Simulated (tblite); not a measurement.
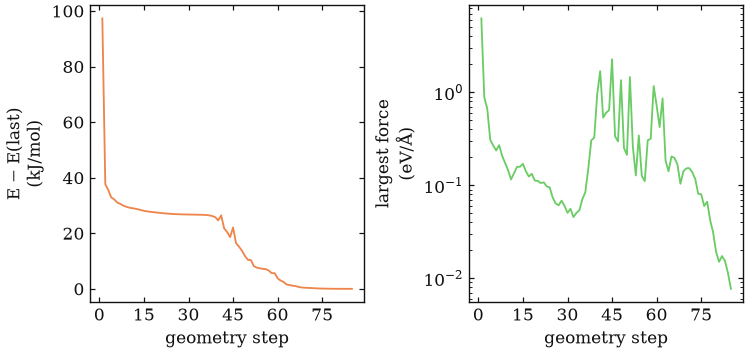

History of a geometry optimisation. The run: C2H4AsO2 (SMILES O=C([O-])C[AsH2]) (charge −1), by GFN2-xTB geometry optimisation, gas phase in tblite 0.8.0.

The optimisation met its thresholds at geometry 85, counting the start as the first. The energy fell by about 97 kJ/mol from the first step to the last, with a rise at steps 41 and 45. The largest force goes from about 6.2 eV/Å at the start to 8 × 10⁻³ eV/Å at the end.
